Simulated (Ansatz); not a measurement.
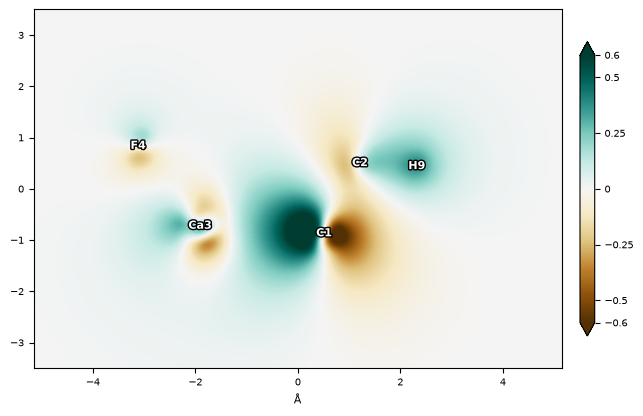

Figure 1: C$_{2}$H$_{5}$CaF. The HOMO on the plane of atoms C2, C1 and Ca3 (values in Å⁻³ᐟ²; the overall sign is arbitrary).

Geometry: B3LYP-D3(BJ)/def2-SVP.

The calculation used isolated molecule in a Gaussian basis; Kohn-Sham density functional theory, functional PBE0 in Ansatz 0.2.0.

```tsv
atom	x (Å)	y (Å)	z (Å)
C	-2.2378	-0.1912	-0.3696
C	-2.3601	-1.3474	-1.3769
Ca	-1.3360	1.8489	-1.3332
F	-0.7425	2.2577	-3.1626
H	-1.6113	-0.5155	0.4878
H	-3.2321	0.0092	0.0822
H	-1.3834	-1.6173	-1.8186
H	-3.0165	-1.0884	-2.2277
H	-2.7713	-2.2819	-0.9436
```

Q: Where does this orbital lie, and at what energy?

A: It lies mainly on C1 (about 55 %), Ca3 (about 20 %) and C2 (about 10 %). Its energy is −5.21 eV.
